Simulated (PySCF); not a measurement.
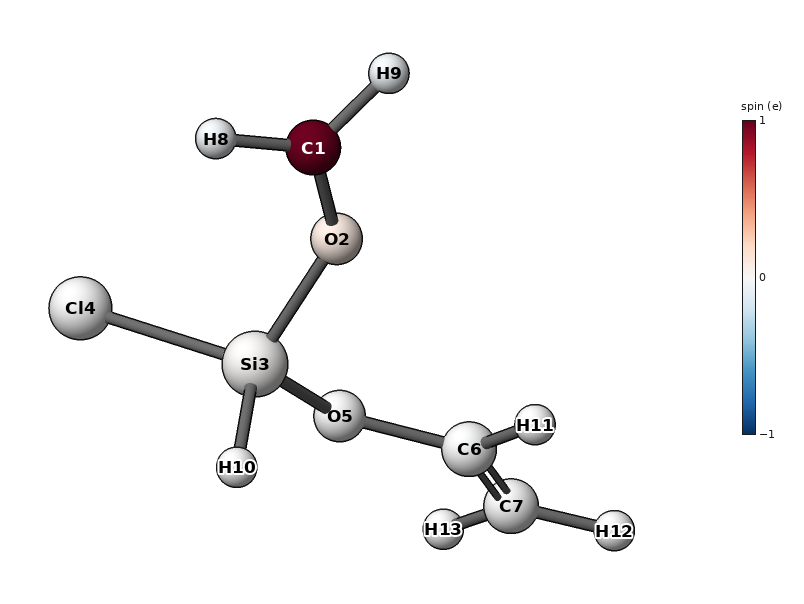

Atoms are coloured by their Mulliken spin populations. State: neutral, doublet. The geometry was computed by an optimisation with GFN2-xTB. No frequency run is at hand to confirm it as a minimum. Method: UKS B3LYP, pcH-1 on C Cl H O Si, non-relativistic (PySCF 2.14.0).

Give the Mulliken spin populations atom by atom.

```tsv
atom	value (e)
C1	0.98
O2	0.09
Si3	0.01
Cl4	0.00
O5	0.00
C6	0.00
C7	0.00
H8	−0.04
H9	−0.05
H10	0.01
H11	0.00
H12	0.00
H13	0.00
```

Mulliken values depend strongly on the basis set. The geometry is semi-empirical. Around Si such bond lengths and angles can be off by a tenth of an ångström or more and by several degrees, and values that hang on the shape move with them.
